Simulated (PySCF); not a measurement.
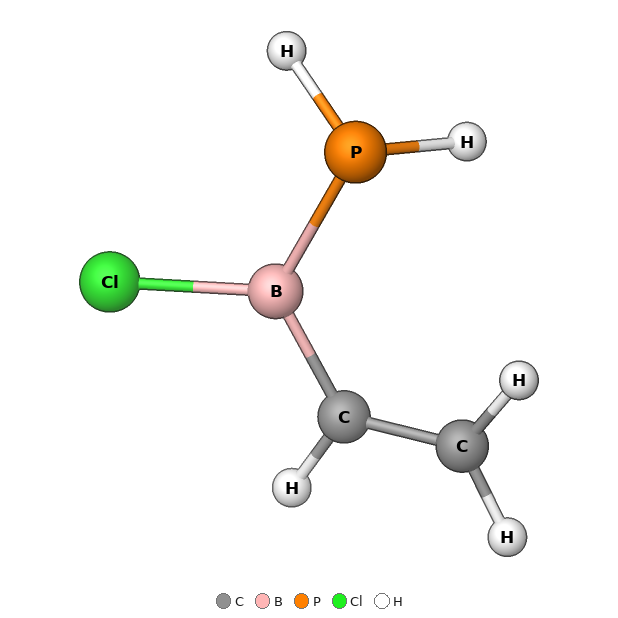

Rendered structure (ball-and-stick style). Every bond is drawn as one stick, whatever its order.

Computed geometry: PBE0-D3(BJ)/def2-SVP optimisation. No frequency run is at hand to confirm it as a minimum.

Which formula does it have?

Answer. C₂H₅BClP, 10 atoms: 2 carbon, 5 hydrogen, 1 boron, 1 chlorine and 1 phosphorus.

Count the bonded pairs by element.

Answer. 3 C–H, 2 P–H, 1 C–C, 1 C–B, 1 B–P, 1 B–Cl.

Write the SMILES.

Answer. C=CB(P)Cl

How many sets of symmetry-equivalent atoms are there?

Answer. 10: 1 C, 1 C, 1 B, 1 P, 1 Cl, 1 H, 1 H, 1 H, 1 H, 1 H.

Describe its rings.

Answer. It has no ring.

The parts below concern this one geometry. Atoms keep their numbers from picture to picture.

**Geometry**

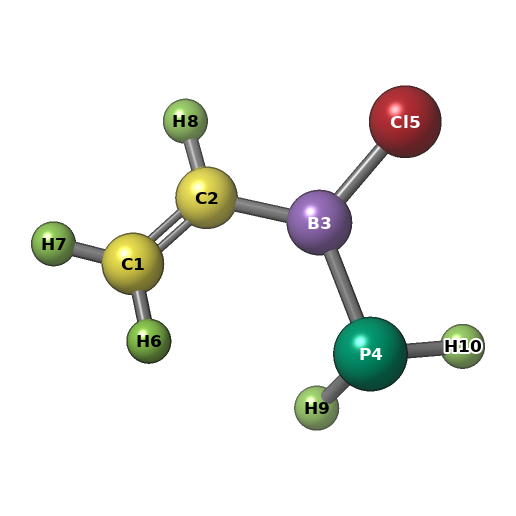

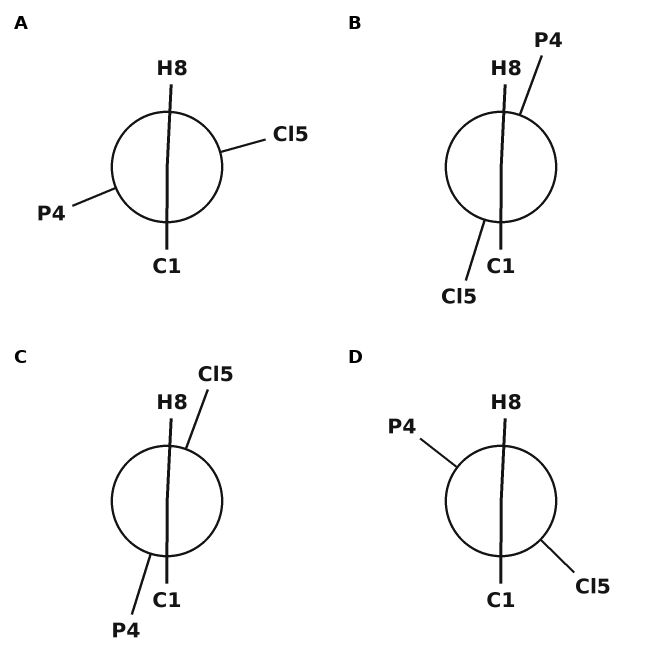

Depth is shown by fading: the farther an atom, the more it takes the colour of the background. Bonds that would overlap in a projection are set slightly apart. No frequency run is at hand to confirm it as a minimum.

Which Newman projection shows the view along C2–B3, with C2 in front?

Answer. C. The torsion angle C1–C2–B3–Cl5 is −166°, antiperiplanar (anti).

**NMR shielding**

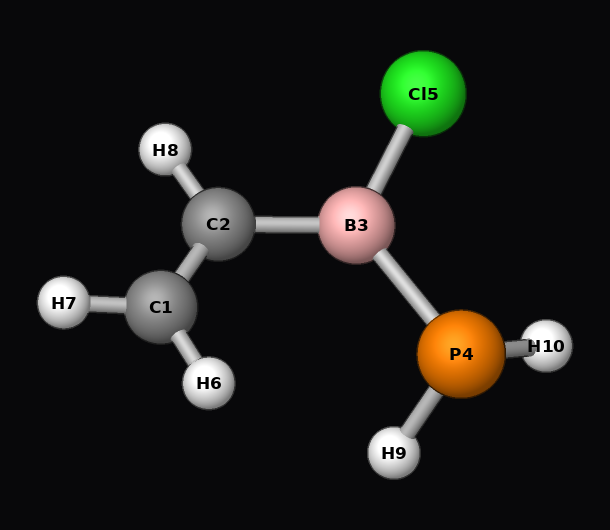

No frequency run is at hand to confirm it as a minimum. Level of theory: GIAO OPBE/pcSseg-2 NMR shielding, non-relativistic, gas phase (PySCF 2.14.0). Principal shieldings σ11 ≤ σ22 ≤ σ33, span Ω = σ33 − σ11, skew κ = 3(σiso − σ22)/Ω.

Give the shielding tensors of the B atoms.

```
atom    σ11   σ22   σ33  σiso      Ω     κ
  B3  −42.1  23.6  98.0  26.5  140.1  0.06
```

Shieldings and span in ppm.

**Electronic properties**

No frequency run is at hand to confirm it as a minimum. Properties computed with B97-D/pcSseg-2, gas phase (PySCF 2.14.0).

Predict the main results.

- dipole moment: 1.79 D
- HOMO energy (Kohn–Sham orbital): −6.24 eV
- LUMO energy (Kohn–Sham orbital): −2.94 eV
- HOMO–LUMO gap: 3.30 eV

**Core levels**

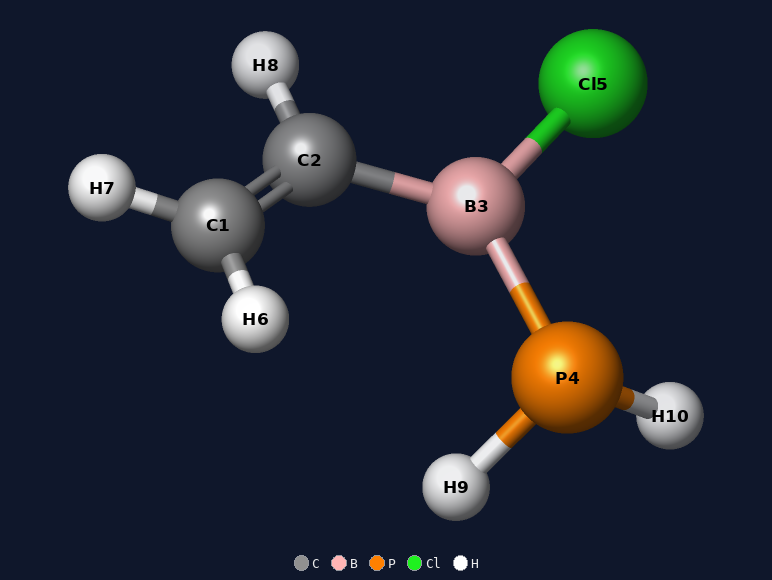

No frequency run is at hand to confirm it as a minimum. Level of theory: delta-SCF UKS SCAN, pcX-2 on the ionised atom, pcseg-1 elsewhere, spin-free X2C (PySCF 2.14.0).

Give the core-electron binding energies (to vacuum; p and d levels without spin–orbit splitting) of C1 1s, C2 1s, B3 1s, P4 1s, P4 2p, Cl5 1s, Cl5 2p.

| atom | level | binding energy (eV) |
| --- | --- | --- |
| C1 | 1s | 290.8 |
| C2 | 1s | 290.5 |
| B3 | 1s | 196.7 |
| P4 | 1s | 2149.9 |
| P4 | 2p | 136.7 |
| Cl5 | 1s | 2828.5 |
| Cl5 | 2p | 206.5 |
